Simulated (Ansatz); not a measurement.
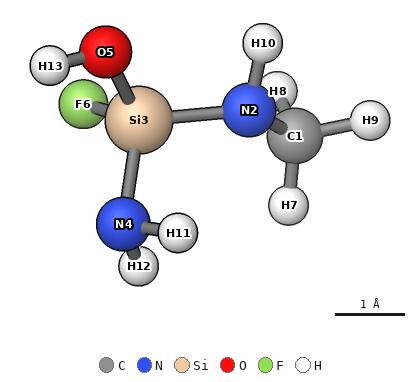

Fig. 1: The starting structure (ball-and-stick view, seen at a tilt; atoms are numbered from 1 in the order of the input).

## CH7FN2OSi: geometry relaxation (part 1 of 2)

- system: CH7FN2OSi, SMILES CN[Si](N)(O)F
- method: RKS PBE-D4/STO-3G (Ansatz 0.2.0)

It belongs to a series of runs on one base structure; here: start relaxed. Figures and captions count atoms from 1; the log counts them from 0 in places.

## Output
```
The last accepted step is kept in [file] (removed where the run ends without a failure and the disk answers)
Engine: ansatz 0.2.0, aarch64-unknown-linux-gnu
Functional definition: PBE
  parameter kappa = 0.804
  parameter beta = 0.06672455060314922
  exchange = pbe_x(kappa = kappa, mu = beta*pi^2/3)
  correlation = pbe_c(beta = beta)
these checks for a lower state are left out or cut short: stability, starts, cluster_reference, orbital_swaps, neighbouring_geometries, increment
606 factors; integrals over basis functions are off by at most 1.3e-5 eV
mean field evaluation 1: about -16541.9254 eV, gradient 3.6e1 eV
mean field evaluation 2: about -16541.1183 eV, gradient 4.1e1 eV
mean field evaluation 4: about -16545.9596 eV, gradient 1.6e0 eV
mean field evaluation 8: about -16545.8861 eV, gradient 6.6e-2 eV
mean field evaluation 16: about -16545.8861 eV, gradient 4.7e-6 eV
mean field -16545.88613334 eV, -608.0501001957 hartree, gradient 4.7e-6 eV, S^2 0.000000; 0 other end points of the search recorded, 0 dependent functions left out
the calculation of the forces begins
reference -16545.88615848 eV, -608.0501011197 hartree; 29, 29 occupied and 12, 12 virtual orbitals, 606 factors
relax step   1: F+E_penalty+E_count = -16546.17277386 eV  Δ(F+E_penalty+E_count) = +0.000e0 eV  max|allowed force component| = 5.749e0 eV/Å  Δτ_max = 0.0000 Å  (14 SCF iters, accepted)
these checks for a lower state are left out or cut short: stability, starts, cluster_reference, orbital_swaps, neighbouring_geometries, increment
606 factors; integrals over basis functions are off by at most 1.4e-5 eV
mean field -16547.51532357 eV, -608.1099718326 hartree, gradient 2.4e-6 eV, S^2 0.000000; 0 other end points of the search recorded, 0 dependent functions left out
[... from here on the field's lines of each further geometry are left out, up to the last ...]
relax step   2: F+E_penalty+E_count = -16547.79878598 eV  Δ(F+E_penalty+E_count) = -1.626e0 eV  max|allowed force component| = 2.126e0 eV/Å  Δτ_max = 0.1942 Å  (18 SCF iters, accepted)
relax step   3: F+E_penalty+E_count = -16548.05931500 eV  Δ(F+E_penalty+E_count) = -2.605e-1 eV  max|allowed force component| = 1.022e0 eV/Å  Δτ_max = 0.2000 Å  (23 SCF iters, accepted)
relax step   4: F+E_penalty+E_count = -16548.11699841 eV  Δ(F+E_penalty+E_count) = -5.768e-2 eV  max|allowed force component| = 3.729e-1 eV/Å  Δτ_max = 0.1030 Å  (18 SCF iters, accepted)
relax step   5: F+E_penalty+E_count = -16548.12064999 eV  Δ(F+E_penalty+E_count) = -3.652e-3 eV  max|allowed force component| = 2.420e-1 eV/Å  Δτ_max = 0.0697 Å  (17 SCF iters, accepted)
relax step   6: F+E_penalty+E_count = -16548.13029982 eV  Δ(F+E_penalty+E_count) = -9.650e-3 eV  max|allowed force component| = 2.005e-1 eV/Å  Δτ_max = 0.0560 Å  (18 SCF iters, accepted)
relax step   7: F+E_penalty+E_count = -16548.13359563 eV  Δ(F+E_penalty+E_count) = -3.296e-3 eV  max|allowed force component| = 6.836e-2 eV/Å  Δτ_max = 0.0272 Å  (18 SCF iters, accepted)
relax step   8: F+E_penalty+E_count = -16548.13656686 eV  Δ(F+E_penalty+E_count) = -2.971e-3 eV  max|allowed force component| = 7.151e-2 eV/Å  Δτ_max = 0.0642 Å  (18 SCF iters, accepted)
relax step   9: F+E_penalty+E_count = -16548.13783599 eV  Δ(F+E_penalty+E_count) = -1.269e-3 eV  max|allowed force component| = 5.110e-2 eV/Å  Δτ_max = 0.0391 Å  (18 SCF iters, accepted)
relax step  10: F+E_penalty+E_count = -16548.13895334 eV  Δ(F+E_penalty+E_count) = -1.117e-3 eV  max|allowed force component| = 4.146e-2 eV/Å  Δτ_max = 0.0529 Å  (18 SCF iters, accepted)
relax step  11: F+E_penalty+E_count = -16548.13938002 eV  Δ(F+E_penalty+E_count) = -4.267e-4 eV  max|allowed force component| = 5.991e-2 eV/Å  Δτ_max = 0.0317 Å  (18 SCF iters, accepted)
relax step  12: F+E_penalty+E_count = -16548.13969657 eV  Δ(F+E_penalty+E_count) = -3.165e-4 eV  max|allowed force component| = 4.033e-2 eV/Å  Δτ_max = 0.0253 Å  (18 SCF iters, accepted)
relax step  13: F+E_penalty+E_count = -16548.13991177 eV  Δ(F+E_penalty+E_count) = -2.152e-4 eV  max|allowed force component| = 2.986e-2 eV/Å  Δτ_max = 0.0258 Å  (18 SCF iters, accepted)
the calculation of the forces begins
reference -16547.86220847 eV, -608.1227196174 hartree; 29, 29 occupied and 12, 12 virtual orbitals, 606 factors
relax step  14: F+E_penalty+E_count = -16548.13996605 eV  Δ(F+E_penalty+E_count) = -5.428e-5 eV  max|allowed force component| = 2.108e-2 eV/Å  Δτ_max = 0.0161 Å  (19 SCF iters, accepted)
these checks for a lower state are left out or cut short: stability, starts, cluster_reference, orbital_swaps, neighbouring_geometries, increment
606 factors; integrals over basis functions are off by at most 2.2e-5 eV
mean field -16547.86221801 eV, -608.1227199678 hartree, gradient 1.4e-6 eV, S^2 0.000000; 0 other end points of the search recorded, 0 dependent functions left out
the calculation of the forces begins
reference -16547.86224400 eV, -608.1227209232 hartree; 29, 29 occupied and 12, 12 virtual orbitals, 606 factors
relax step  15: F+E_penalty+E_count = -16548.13998689 eV  Δ(F+E_penalty+E_count) = -2.084e-5 eV  max|allowed force component| = 8.444e-3 eV/Å  Δτ_max = 0.0028 Å  (13 SCF iters, accepted)
```

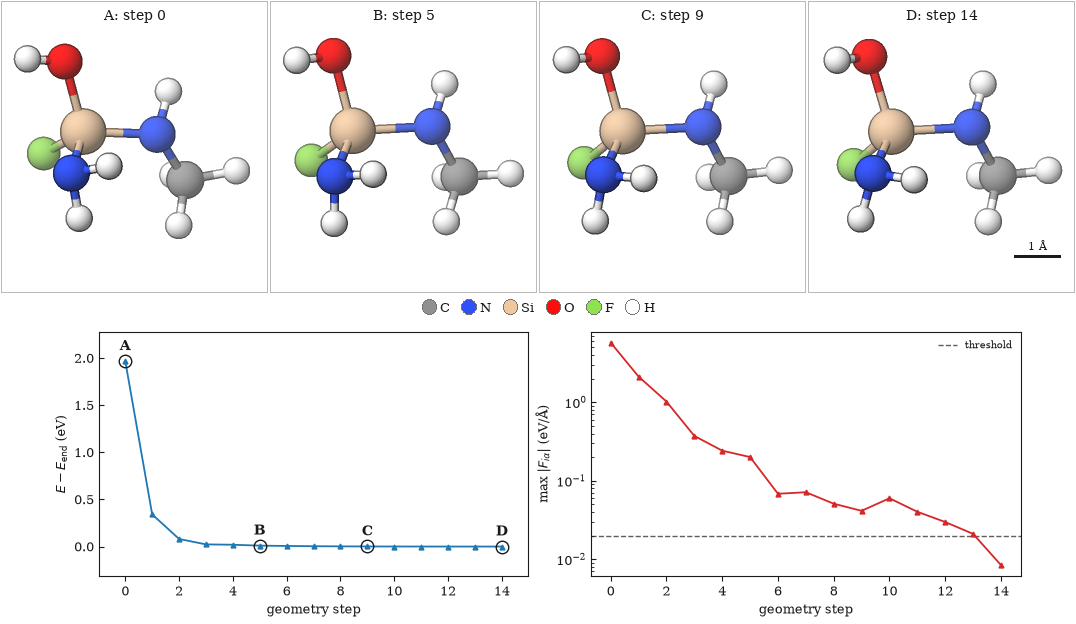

Fig. 2: Frames of the relaxation (ball-and-stick view, seen at a tilt) above the curves, on which the letters mark them (the first geometry is step 0 here and step 1 in the log).

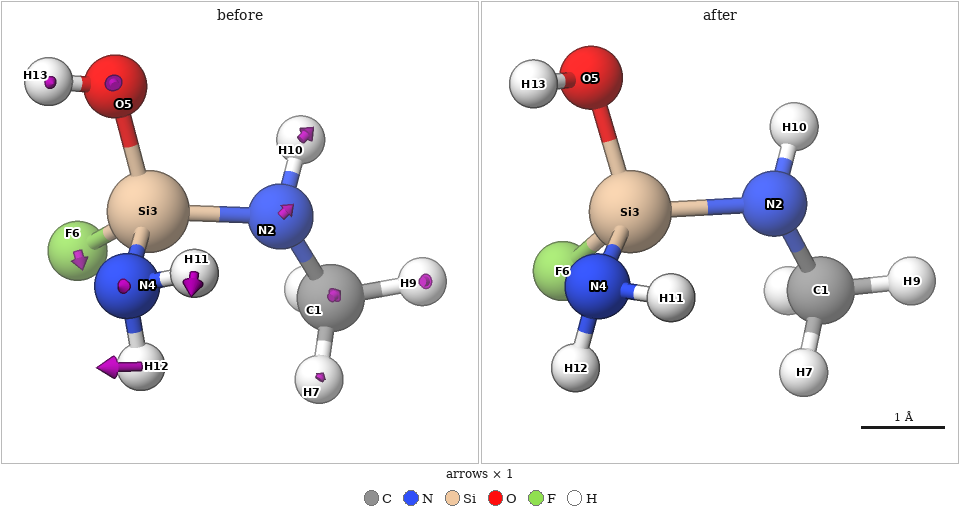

Fig. 3: Before (left) and after (right) the relaxation, at one scale (ball-and-stick view, seen at a tilt). The pink arrows give the displacements, at true length. Over 14 geometry steps the energy falls by 1.967 eV. The largest force component goes from 5.7 to 0.0084 eV/Å. H12 moves most after the best rigid fit: 0.60 Å. Largest moves by element: H 0.60 Å, O 0.26 Å, F 0.26 Å, N 0.23 Å, C 0.20 Å, Si 0.05 Å. Among the contacts that change: N2–Si3 1.635 → 1.783 Å, O5–H13 0.910 → 1.033 Å, Si3–N4 1.680 → 1.791 Å, C1–N2 1.411 → 1.503 Å. Among the angles that change: Si3–O5–H13 114.1° → 102.1°, N2–Si3–N4 105.3° → 113.2°, Si3–N4–H12 101.2° → 109.0°. (Atoms are counted from 1 in the order of the input.)

```
Total energy: -16548.14001289 eV, -608.1329287415 hartree
Atom 0 at    -1.836023     0.534345    -0.332564 Å, force     0.000966    -0.001838     0.002980 eV/Å
Atom 1 at    -0.382388     0.900743    -0.438892 Å, force     0.000661     0.000790    -0.001888 eV/Å
Atom 2 at     0.750725    -0.109887     0.496743 Å, force     0.002231     0.000908    -0.000271 eV/Å
Atom 3 at     1.439943    -1.461914    -0.455059 Å, force    -0.000050     0.000866    -0.000639 eV/Å
Atom 4 at     2.016935     0.964512     0.923296 Å, force     0.001746    -0.008444    -0.001631 eV/Å
Atom 5 at     0.048234    -0.781269     1.829565 Å, force     0.001559     0.000972    -0.000940 eV/Å
Atom 6 at    -1.971724    -0.517091    -0.663407 Å, force    -0.000855     0.000427    -0.000429 eV/Å
Atom 7 at    -2.278820     0.620452     0.691889 Å, force    -0.001065     0.000019    -0.001727 eV/Å
Atom 8 at    -2.436602     1.180051    -1.008757 Å, force     0.000791    -0.000176     0.000577 eV/Å
Atom 9 at    -0.292800     1.915160    -0.148600 Å, force     0.000461     0.001388     0.000549 eV/Å
Atom 10 at     1.213855    -1.292923    -1.478170 Å, force    -0.000244     0.000954     0.001440 eV/Å
Atom 11 at     0.897952    -2.348852    -0.237907 Å, force    -0.000406    -0.001071     0.000940 eV/Å
Atom 12 at     2.851012     0.361973     0.836763 Å, force    -0.005797     0.005204     0.001039 eV/Å
Dipole moment:    -0.218955    -0.128324    -0.014870 e Å
Checks for a lower state left out: stability, starts, cluster_reference, orbital_swaps, neighbouring_geometries, increment
```

## Trajectory as extended XYZ (Å, eV, eV/Å), 15 frames, from step=1 to step=15
```
13
Properties=species:S:1:pos:R:3:forces:R:3 step=1 energy=-16546.17277
C    -1.7392    0.3629   -0.3513   -2.8823   3.2848  -0.4174
N    -0.3663    0.6864   -0.3603    0.7879   2.5271  -1.8013
Si    0.7405   -0.1080    0.5434    3.2789  -0.2753   1.5820
N     1.2859   -1.3648   -0.4290    0.3443  -4.6434   1.9817
O     2.0771    0.8426    0.7022   -5.3786   5.7491  -1.7961
F     0.1943   -0.5931    1.9380   -0.9334  -1.0213   2.3171
H    -1.9670   -0.6247   -0.6549   -0.2877  -2.1676  -0.4553
H    -2.2006    0.6073    0.6118   -0.7742  -0.5360   0.9736
H    -2.2844    1.0757   -1.0454    0.2593  -0.7778   0.0794
H    -0.2301    1.6782   -0.1316   -0.4666   1.5430  -0.4190
H     1.2442   -0.9842   -1.3410    0.0832   1.2002  -3.6260
H     0.4424   -2.0056   -0.4302    0.3005  -0.8136  -0.4429
H     2.8235    0.3926    0.9632    5.6686  -4.0691   2.0242
13
Properties=species:S:1:pos:R:3:forces:R:3 step=2 energy=-16547.79879
C    -1.8073    0.4543   -0.3411   -0.9873   0.3699   0.0258
N    -0.3771    0.7781   -0.3299   -0.2012   1.6389  -0.6967
Si    0.7740   -0.1190    0.5454    0.9575  -0.6016   0.0565
N     1.3112   -1.4622   -0.4294   -0.0244  -1.6557  -0.0354
O     2.0713    0.9087    0.7296   -0.1567   2.1260  -0.1585
F     0.2237   -0.6239    1.9636   -0.5125  -0.7065   1.2985
H    -1.9712   -0.5895   -0.6591    0.0860  -0.3486  -0.0052
H    -2.3325    0.5893    0.6439    0.0172  -0.0740  -0.0914
H    -2.3563    1.0934   -1.0796    0.2187  -0.1058   0.1844
H    -0.2434    1.8033   -0.1499   -0.2647   0.2387  -0.2044
H     1.3059   -1.0980   -1.4144    0.0659   0.0865  -0.5205
H     0.5222   -2.1800   -0.4607    0.2780  -0.0304  -0.0475
H     2.8998    0.4108    0.9966    0.5236  -0.9374   0.1944
13
Properties=species:S:1:pos:R:3:forces:R:3 step=3 energy=-16548.05931
C    -1.8051    0.4888   -0.3179   -0.4459   0.0680  -0.0609
N    -0.3677    0.8548   -0.3646    0.0514  -0.0049  -0.1462
Si    0.7746   -0.1368    0.5250    0.2301   1.0224   0.5618
N     1.3457   -1.5112   -0.4484    0.2723  -0.1718  -0.1887
O     2.0301    1.0319    0.8816   -0.4804  -1.0197  -0.3149
F     0.1461   -0.7392    1.9218    0.0006  -0.1406  -0.0091
H    -1.9409   -0.5929   -0.5459    0.1501   0.0893   0.0316
H    -2.3217    0.6820    0.6609    0.0531  -0.0067  -0.0974
H    -2.3560    1.0545   -1.1010   -0.1174   0.0136   0.0453
H    -0.2530    1.8829   -0.1725   -0.1066   0.0435   0.0322
H     1.3286   -1.1657   -1.4536    0.0223  -0.1214  -0.0180
H     0.6018   -2.2697   -0.4553    0.0214   0.0290   0.0582
H     2.8378    0.3859    0.8847    0.3489   0.1992   0.1061
13
Properties=species:S:1:pos:R:3:forces:R:3 step=4 energy=-16548.11700
C    -1.8384    0.5061   -0.3340   -0.1662  -0.0989   0.1148
N    -0.3969    0.8717   -0.3559    0.0657   0.2804  -0.1836
Si    0.7731   -0.1175    0.5114    0.1829   0.0914   0.0836
N     1.3704   -1.5084   -0.4384    0.0181  -0.1567  -0.0420
O     2.0581    0.9794    0.7976    0.2956  -0.0162   0.0402
F     0.1866   -0.7203    1.9218   -0.0943  -0.1624   0.1123
H    -1.9434   -0.5650   -0.6123   -0.0489   0.0331  -0.0092
H    -2.3490    0.6420    0.6559    0.0156  -0.0235  -0.0425
H    -2.4100    1.1082   -1.0769    0.0827  -0.0431   0.0125
H    -0.3009    1.8987   -0.1447   -0.0007   0.0260   0.0182
H     1.3436   -1.2127   -1.4585    0.0008  -0.0377  -0.0155
H     0.6444   -2.2843   -0.4086    0.0215  -0.0062   0.0096
H     2.8828    0.3673    0.9576   -0.3729   0.1136  -0.0984
```
